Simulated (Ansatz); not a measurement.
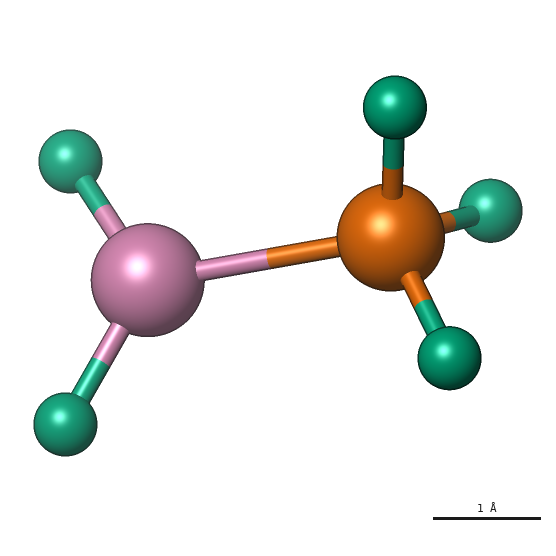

Ball-and-stick drawing of a structure. Colours: aluminium pink, silicon orange, hydrogen teal.

The computed structure is the end point of a PBE0-D4/def2-TZVP optimisation.

What does the picture show?

Formula AlH5Si. SMILES: `[AlH2][SiH3]`. Among its groups: Si–H bond. The point group is Cs. Coordination: 1 Al trigonal planar; 1 Si tetrahedral.

The parts below concern this one geometry. Atoms keep their numbers from picture to picture.

### Geometry

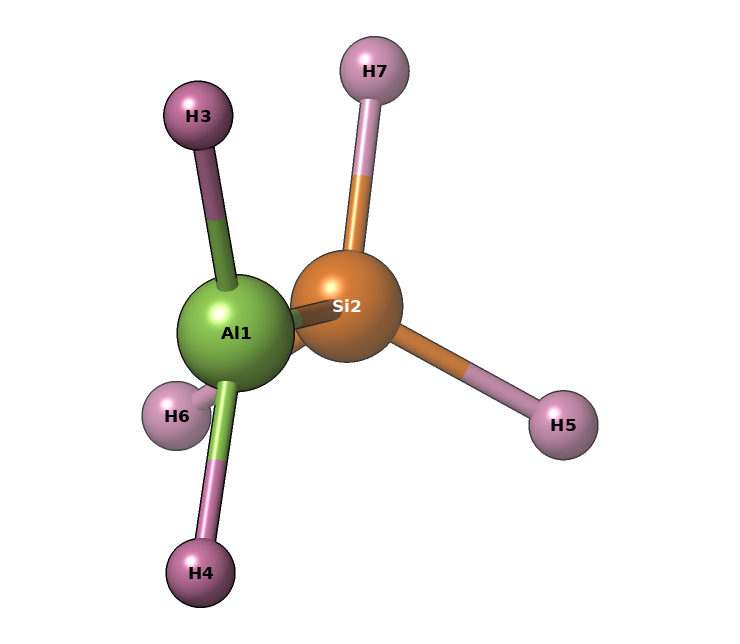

Si2 lies behind Al1. The molecule seen a little off the Al1–Si2 bond, Al1 in front. Distant atoms are faded towards the background colour.

Question: What is the torsion angle H3–Al1–Si2–H5? The sign is positive where the front bond must turn clockwise to cover the back bond.

Answer: 121°, anticlinal.

### Vibrations

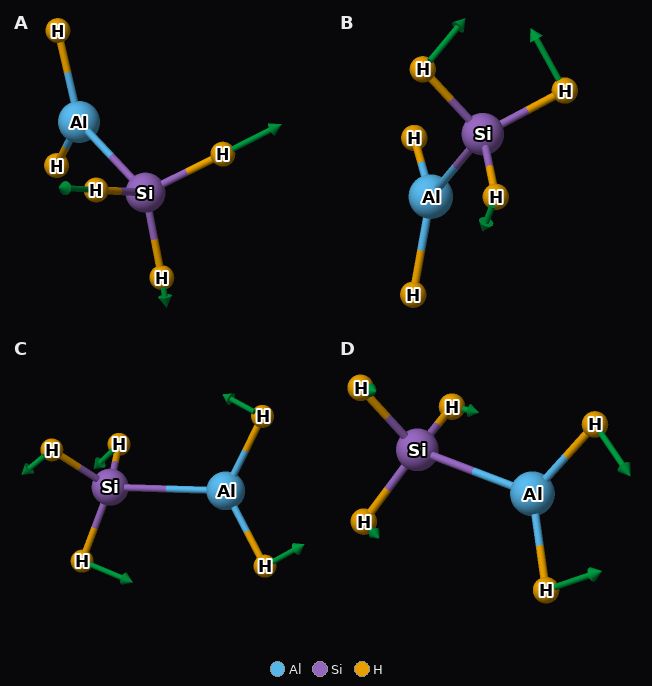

4 normal modes of one molecule or complex, as arrows. Harmonic vibrations computed with RKS PBE0-D4/def2-TZVP (Ansatz 0.2.0) at a stationary point of the same level.

Question: Match the panels to the wavenumbers 536 cm⁻¹, 766 cm⁻¹, 934 cm⁻¹, 2192 cm⁻¹.

Answer: A: 2192 cm⁻¹, in-phase stretching of 2 Si–H bonds
B: 934 cm⁻¹, H–Si–H bending
C: 536 cm⁻¹, angle bending
D: 766 cm⁻¹, angle bending

### Charges

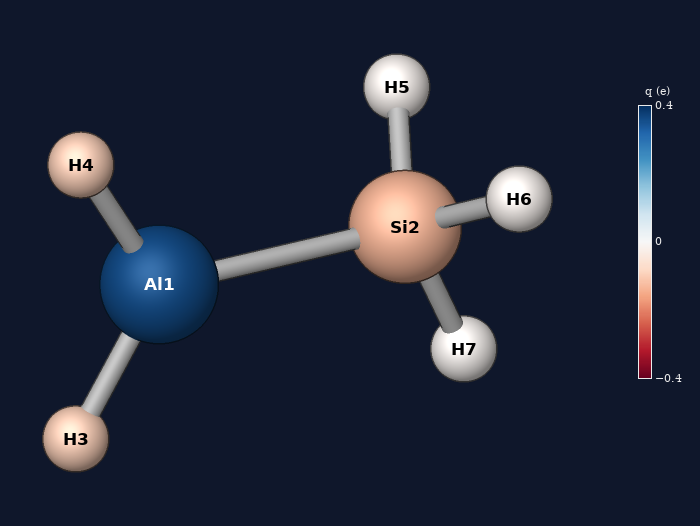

Atoms are coloured by their Mulliken charges. Level of theory: RKS PBE0-D4/def2-TZVP (Ansatz 0.2.0).

Give the Mulliken charges atom by atom.

```tsv
atom	value (e)
Al1	0.36
Si2	−0.13
H3	−0.09
H4	−0.09
H5	−0.01
H6	−0.01
H7	−0.01
```

### Levels of theory compared

Program: Ansatz 0.2.0.

At this fixed geometry, give HOMO energy (eV), vertical IP (eV), dipole (D) at these levels: B3LYP-D4/def2-TZVPP; PBE-D4/def2-TZVPP; r2SCAN-D4/def2-TZVPP; ωB97M-V/def2-TZVPP.

```json
{"level": "B3LYP-D4/def2-TZVPP", "HOMO energy (eV)": "−7.42", "vertical IP (eV)": "9.75", "dipole (D)": "0.25"}
{"level": "PBE-D4/def2-TZVPP", "HOMO energy (eV)": "−6.55", "vertical IP (eV)": "9.54", "dipole (D)": "0.20"}
{"level": "r2SCAN-D4/def2-TZVPP", "HOMO energy (eV)": "−6.79", "vertical IP (eV)": "9.62", "dipole (D)": "0.20"}
{"level": "ωB97M-V/def2-TZVPP", "HOMO energy (eV)": "−9.61", "vertical IP (eV)": "9.83", "dipole (D)": "0.29"}
```

Mulliken values depend strongly on the basis set and can even reverse the polarity of a bond.
